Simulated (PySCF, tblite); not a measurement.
**BPH4− (doublet): geometry, infrared bands and EPR parameters**

Aim: predict the infrared bands and EPR parameters of BPH4− (doublet) (`[BH2-]P`).

The runs use tblite 0.8.0 and PySCF 2.14.0, with density-fitted response routines of our own; the level of theory stands in each step. All values are computed, except where a source is named. Atoms count from 0, in the outputs and in this text.

## Step 1: Starting geometry

6 atoms, charge -1, multiplicity 2; geometry from: force field or distance geometry start.

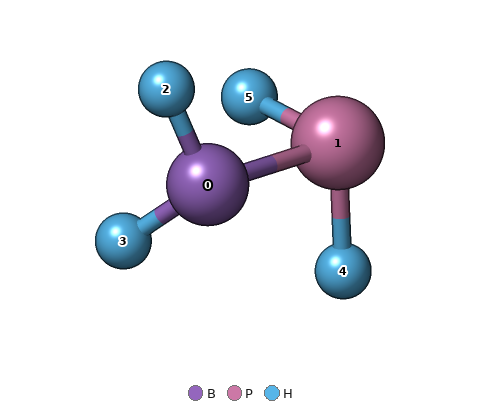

As it starts; boron purple, phosphorus pink, hydrogen blue, atoms numbered.

## Step 2: Relaxing the molecule with GFN2-xTB

The job: settings as JSON, then the geometry in Å.

```
{"job": {"kind": "relax", "xc": "GFN2-xTB", "basis": "xTB"}, "charge": -1, "multiplicity": 2}
B     -0.938400    -0.114800     0.227700
P      0.903500     0.218300     0.679100
H     -1.521200     0.921500     0.178100
H     -1.009500    -0.650000    -0.837300
H      1.333400    -1.132800     0.349200
H      1.235300     0.759800    -0.618400
```

Launch:

```
OMP_NUM_THREADS=1 python probes_run.py task.json out
```

The driver reads the jobs from task.json and runs them one after another.

The program printed:

```text
step      E/eV     max force
  0    -160.49069    0.933
  1    -160.53974    0.806
  2    -160.67958    1.662
  3    -160.72850    1.045
  4    -160.84428    0.496
  5    -160.86672    0.469
  6    -160.90482    0.550
  7    -160.95298    0.611
  8    -160.99267    0.492
  9    -161.00821    0.363
 10    -161.01336    0.205
 11    -161.01592    0.142
 12    -161.01689    0.131
 13    -161.01808    0.104
 14    -161.01876    0.100
 15    -161.01953    0.107
 16    -161.02021    0.104
 17    -161.02093    0.076
 18    -161.02157    0.087
 19    -161.02225    0.078
 20    -161.02307    0.096
 21    -161.02417    0.113
 22    -161.02565    0.148
 23    -161.02754    0.186
 24    -161.02970    0.176
 25    -161.03168    0.151
 26    -161.03320    0.108
 27    -161.03396    0.070
 28    -161.03433    0.071
 29    -161.03470    0.068
 30    -161.03499    0.055
 31    -161.03518    0.036
 32    -161.03524    0.017
 33    -161.03526    0.013
 34    -161.03527    0.011
 35    -161.03528    0.013
 36    -161.03530    0.019
 37    -161.03532    0.020
 38    -161.03534    0.011
 39    -161.03534    0.003
```

Run time: 0.09 s. Hardware: 1 thread of Arm Neoverse V1, shared host.

The steps of the relaxation: (not every step is listed)

| step | energy from step 0 (eV) | largest force (eV/Å) |
| --- | --- | --- |
| 0 | 0.0000 | 0.9326 |
| 1 | -0.0490 | 0.8056 |
| 2 | -0.1889 | 1.6617 |
| 3 | -0.2378 | 1.0446 |
| 4 | -0.3536 | 0.4957 |
| 5 | -0.3760 | 0.4691 |
| 6 | -0.4141 | 0.5502 |
| 7 | -0.4623 | 0.6108 |
| 8 | -0.5020 | 0.4921 |
| 10 | -0.5227 | 0.2052 |
| 12 | -0.5262 | 0.1309 |
| 14 | -0.5281 | 0.1002 |
| 16 | -0.5295 | 0.1039 |
| 18 | -0.5309 | 0.0873 |
| 20 | -0.5324 | 0.0963 |
| 22 | -0.5350 | 0.1476 |
| 24 | -0.5390 | 0.1763 |
| 26 | -0.5425 | 0.1077 |
| 28 | -0.5436 | 0.0710 |
| 30 | -0.5443 | 0.0546 |
| 32 | -0.5445 | 0.0169 |
| 34 | -0.5446 | 0.0110 |
| 35 | -0.5446 | 0.0132 |
| 36 | -0.5446 | 0.0194 |
| 37 | -0.5446 | 0.0202 |
| 38 | -0.5446 | 0.0110 |
| 39 | -0.5446 | 0.0032 |

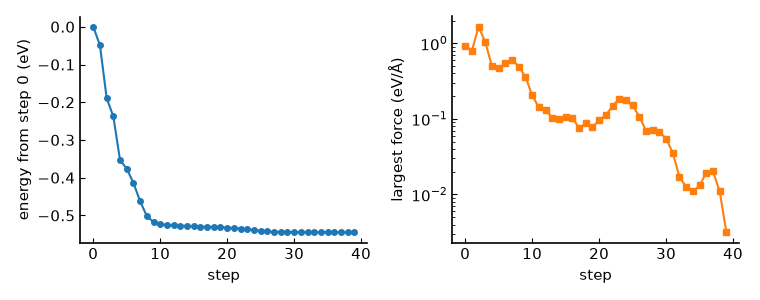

Energy and force, step by step.

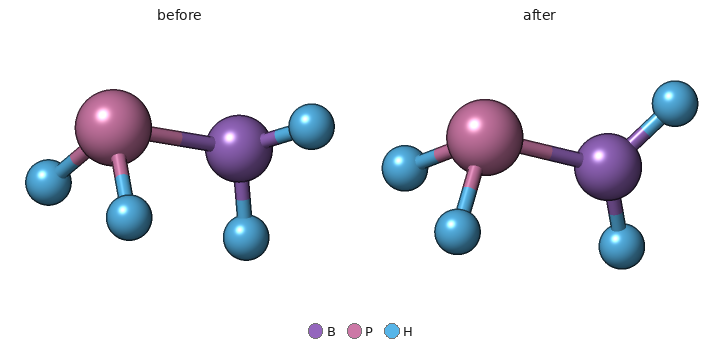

Before and after, at one scale.

Close pairs (by a distance rule), those that changed most:

| bond | before (Å) | after (Å) | change (Å) |
| --- | --- | --- | --- |
| B0–P1 | 1.925 | 1.844 | -0.082 |
| P1–H4 | 1.456 | 1.440 | -0.015 |
| P1–H5 | 1.445 | 1.440 | -0.004 |
| B0–H2 | 1.190 | 1.189 | -0.001 |
| B0–H3 | 1.194 | 1.194 | +0.000 |

The end geometry stands in the next job.

## Step 3: Harmonic vibrations with GFN2-xTB

The job: settings as JSON, then the geometry in Å.

```
{"job": {"kind": "ir", "xc": "GFN2-xTB", "basis": "xTB"}, "charge": -1, "multiplicity": 2}
B     -0.902491     0.093313    -0.035002
P      0.832946     0.330178     0.540462
H     -1.760394     0.675020     0.547951
H     -1.179053    -0.614477    -0.956549
H      1.408352    -0.990303     0.544719
H      1.603762     0.508259    -0.663156
```

The program printed:

```text
mode    cm-1     km/mol
  1     203.7      0.65
  2     501.5     52.65
  3     621.5     19.04
  4     711.4      8.75
  5     760.4      9.78
  6     844.9      3.45
  7    1141.7    200.77
  8    1295.6    150.83
  9    1667.0    571.67
 10    1802.6    783.97
 11    2355.9    432.17
 12    2420.3    391.46
```

Wall time 0.06 s (1 thread of Arm Neoverse V1, shared host).

Which atoms move in the most intense modes:

| cm⁻¹ | km/mol | atoms |
| --- | --- | --- |
| 502 | 52.6 | H3 44 %, H2 29 %, B0 25 % |
| 622 | 19.0 | H3 25 %, H4 24 %, H5 24 %, H2 23 % |
| 1142 | 200.8 | H2 46 %, H3 39 %, B0 15 % |
| 1296 | 150.8 | H5 49 %, H4 48 % |
| 1667 | 571.7 | H4 49 %, H5 48 % |
| 1803 | 784.0 | H5 49 %, H4 48 % |
| 2356 | 432.2 | H3 90 % |
| 2420 | 391.5 | H2 91 % |

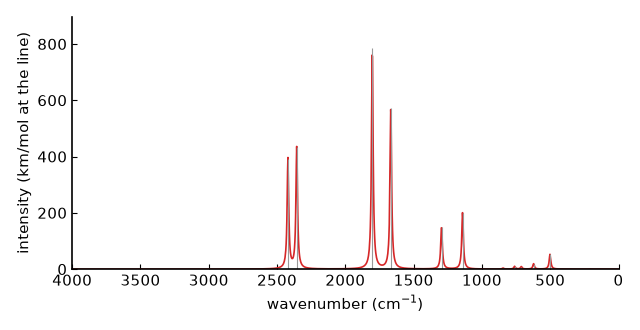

The infrared spectrum from these modes, unscaled. Lines are broadened to a width of 14 cm⁻¹ (Lorentzian).

## Step 4: g tensor and hyperfine couplings: B3LYP/pcH-1

Settings changed since step 3:

```diff
@@ -1,2 +1,2 @@
-{"job": {"kind": "ir", "xc": "GFN2-xTB", "basis": "xTB"}, "charge": -1, "multiplicity": 2}
+{"job": {"kind": "epr", "basis": "pcH-1"}, "charge": -1, "multiplicity": 2}
 B     -0.902491     0.093313    -0.035002
```

Method: UKS B3LYP, pcH-1 on B H P, non-relativistic, mean-field spin-orbit, GIAO.

The program printed:

```text
UKS, coarse grid
  cycle   1  E = -368.53038355  |g| = 2.86e-01
  cycle   2  E = -368.51666947  |g| = 3.14e-01
  cycle   3  E = -368.59386948  |g| = 2.93e-02
  cycle   4  E = -368.59432543  |g| = 8.47e-03
  cycle   5  E = -368.59437328  |g| = 3.92e-03
  cycle   6  E = -368.59438222  |g| = 6.90e-04
UKS, final grid
  cycle   1  E = -368.59439677  |g| = 5.65e-04
  cycle   2  E = -368.59439682  |g| = 5.59e-04
  cycle   3  E = -368.59439700  |g| = 5.62e-05
  cycle   4  E = -368.59439701  |g| = 3.72e-05
  cycle   5  E = -368.59439701  |g| = 9.57e-06
internal stability: stable
E = -368.59439701 Eh   <S^2> = 0.7531 (exact 0.7500)
g shifts (ppm)      1          2          3
  rmc           -62        -62        -62
  gc             15          7          8
  oz_so       -1128       -169         46
  total       -1176       -225         -8
hyperfine (MHz)  atom isotope    a_iso     a_fc   dipolar eigenvalues
    0   11B      43.30      43.39    -35.67    -34.75     70.42
    1   31P     -70.40     -70.70     -7.52     -0.15      7.68
    2    1H     -45.72     -45.71    -19.33      5.09     14.24
    3    1H     -42.53     -42.52    -18.66      4.19     14.48
    4    1H     133.34     133.34     -3.03     -1.62      4.65
    5    1H     133.42     133.42     -3.03     -1.62      4.65
```

It took 9.8 s on 1 thread of Arm Neoverse V1, shared host; peak memory 0.3 GiB.

Principal g values 2.00114, 2.00209, 2.00231; g(iso) = 2.00185, against 2.00232 for a free electron.

Hyperfine couplings; where a row names several nuclei, a(iso) is their mean (it holds for fast rotation or exchange) and the dipolar term the largest among them:

| nuclei | isotope | a(iso) (MHz) | a(iso) (G, at g = 2.0023) | largest dipolar term (MHz) |
| --- | --- | --- | --- | --- |
| H4, H5 | 1H | 133.4 | 47.6 | 4.7 |
| P1 | 31P | -70.4 | -25.1 | 7.7 |
| H2, H3 | 1H | -44.1 | -15.7 | -19.3 |
| B0 | 11B | 43.3 | 15.5 | 70.4 |

Mulliken spin populations:

| atom | value (e) |
| --- | --- |
| B0 | 0.99 |
| P1 | -0.01 |
| H2 | -0.06 |
| H3 | -0.05 |
| H4 | 0.07 |
| H5 | 0.07 |

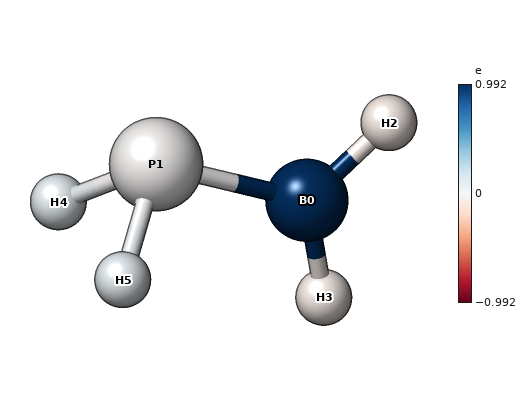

Mulliken spin populations, as colours on the atoms.

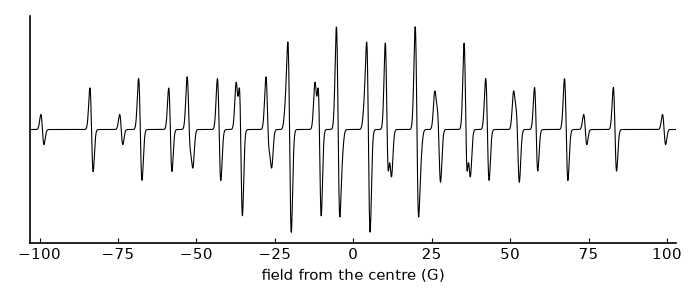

First-order isotropic spectrum (first derivative, main isotopes with spin only, couplings over 0.8 MHz, Gaussian width 0.5 G; couplings of the frozen geometry, rotation of groups not averaged beyond the rows shown).

The fields below are evaluated on a grid from the run's orbitals.

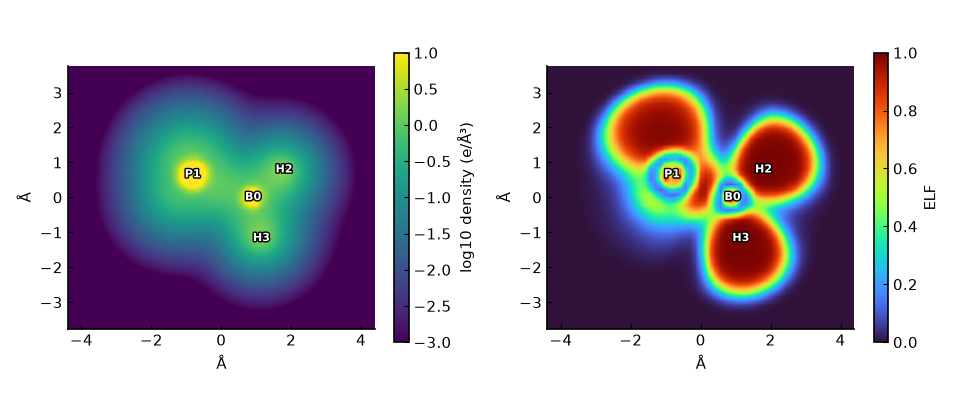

Density (left) and ELF (right) in a plane through or near 4 of the atoms.

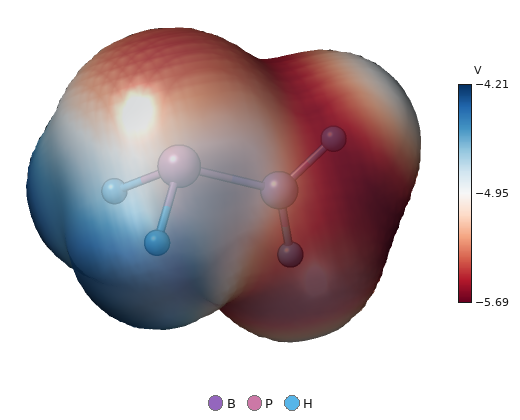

The potential that a unit positive charge feels on the 0.002 e/bohr³ surface, from -5.69 to -4.21 V.

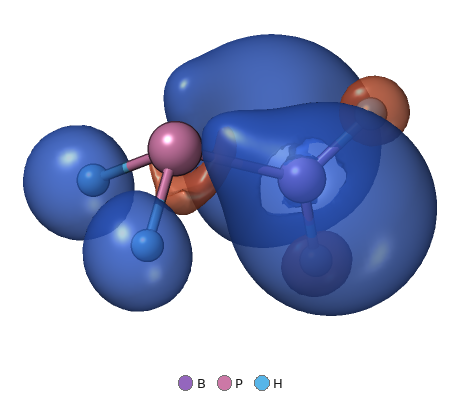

Spin density at ±0.01 e/Å³ (alpha excess blue, beta excess red).

## Step 5: Summary of results

| quantity | value |
| --- | --- |
| strongest single infrared mode (GFN2-xTB) | 1803 cm⁻¹, 784 km/mol |
| zero-point energy (GFN2-xTB) | 20.5 kcal/mol |
| g(iso) (B3LYP) | 2.00185 |
| ⟨S²⟩ | 0.753 (exact 0.75) |
| largest a(iso) (averaged by class) | 1H on H4, H5, 133.4 MHz |

In words: Relaxing lowered the energy by 0.545 eV in 39 steps; the close pair that moved most is B0–P1, from 1.925 to 1.844 Å. No mode is imaginary among the 12: a minimum at this level. The strongest single mode, at 1803 cm⁻¹, moves mainly H5 and H4. GFN2-xTB is a fitted tight-binding method: band positions and strengths are rough. Its intensities can rank the bands wrongly. Most of the unpaired spin sits on B0 (0.99 e). The isotropic g lies 0.5 ppt below the free-electron value. The records flag this anion as possibly unbound in the gas phase, so the basis may hold the extra electron. The conformer search found further structures of the same energy, which may be mirror or relabelled copies of this one.
